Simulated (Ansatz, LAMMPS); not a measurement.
# Static equation of state of amorphous Zn13Cd21Se12S22 (68 atoms)

Density of this cell: 4.13 g/cm³. The cell holds 68 atoms: 13 Zn, 21 Cd, 12 Se and 22 S. Cell: a = 13.194 Å, b = 11.866 Å, c = 12.502 Å, α = 89.4°, β = 89.3°, γ = 89.8°. The starting structure: 68 atoms (13 Zn, 21 Cd, 12 Se, 22 S) placed at random at 4.7 g/cm³, melted at 2500 K for 10 ps at fixed volume with the Stillinger-Weber II-VI potential (Zhou et al., Phys. Rev. B 88, 085309 (2013)). Quenched from 2500 K to 300 K at 100 K/ps and fixed volume, annealed at 700 K for 50 ps, held 5 ps.

Calculated with Ansatz 0.2.0: Kohn-Sham DFT, RPBE, PAW (set soft_1), plane waves; cutoff 420 eV, Γ point, gaussian smearing of 0.05 eV. Cell and atoms were relaxed first, to V0 = 28.781 Å³ an atom at a residual P0 = 0.015 GPa. The cell was then scaled evenly, and the atoms were relaxed at each volume.

| volume (Å³/atom) | pressure (GPa) |
| --- | --- |
| 27.054 | 1.232 |
| 27.917 | ? |
| 29.644 | -0.1819 |
| 30.507 | -0.3765 |

Task: Fit the third-order Birch–Murnaghan equation to the rows given and interpolate to the withheld row.

**Working.**

Take the Eulerian strain f = ½[(V0/V)^(2/3) − 1] and the normalised pressure F = (P − P0) / [3f(1 + 2f)^(5/2)]. The third-order Birch–Murnaghan equation is then the line F = B0 + (3/2)B0(B′ − 4) f, so u = f and v = F.

| u = f | v = F (GPa) |
| --- | --- |
| 0.0210566 | 17.3819 |
| -0.00975650 | 7.07476 |
| -0.0190504 | 7.55188 |

With n = 3: mean u = -0.00258344, mean v = 10.6695, Σ(u − ū)² = 8.815e-4, Σ(u − ū)(v − v̄) = 0.23580. Slope b = 0.23580 / 8.815e-4 = 267.51; intercept a = v̄ − b ū = 11.361.

So B0 = a = 11.4 GPa and B′ = 4 + 2b/(3a) = 19.7. At the withheld volume f = 0.01026, F = a + b f = 14.10 GPa, and P = P0 + 3f(1 + 2f)^(5/2) F.

Prediction at 27.917: 0.4718 GPa. The run gave 0.7248 GPa, so the fit is low by 0.25 GPa (35 % of the value).

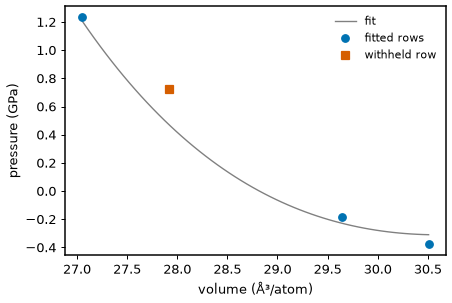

The fit, the rows that it rests on and the withheld row.

The series isn't one smooth equation of state: even a line fitted to all rows, the withheld one included, misses F by up to 40.3 %, the count of bonds changes along the series, an atom moves over 0.5 Å in some relaxation and a scaled cell ends below the relaxed one in energy. B0 and B′ are then only the numbers of this fit, not moduli of the material. Among the rows given, the largest miss of the fit is at 30.507, by 0.067 GPa (4.2 % of the range of the table).

Limits: Static cells at zero temperature; the cell shape is held. The program notes that the SCF threshold of these relaxations is loose for the stress. The quench rate of 100 K/ps is many orders above laboratory rates, so the cell is likely richer in defects and strain than a real sample. The network of bonds at the start is that of the classical potential that made the cell, and needn't be the one that DFT or experiment would give. Only the Γ point is sampled, in a cell whose shortest periodic width is 12 Å.

[Hosts, paths, dates, database ids (printed as entryN), source tags and the programs' standing remarks are cut or masked in the printed files.]
